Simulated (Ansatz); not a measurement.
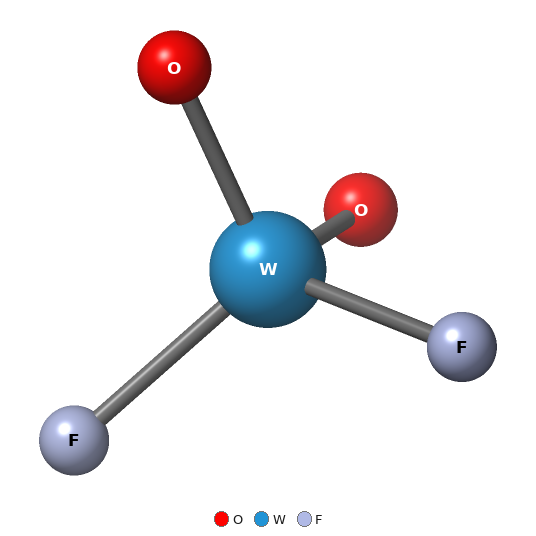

A molecule with one transition-metal atom. The species is neutral and a spin singlet. Computed geometry: PBE-D4/def2-SVP optimisation. No frequency run is at hand to confirm it as a minimum.

Describe the coordination sphere.

W binds 4 atoms: 2 O at 1.71 Å, 2 F at 1.87 Å. The arrangement is tetrahedral.

What are the formal oxidation state of the metal and its number of d electrons?

W(VI), d⁰, counting the ligands as closed-shell ions or neutral donors.
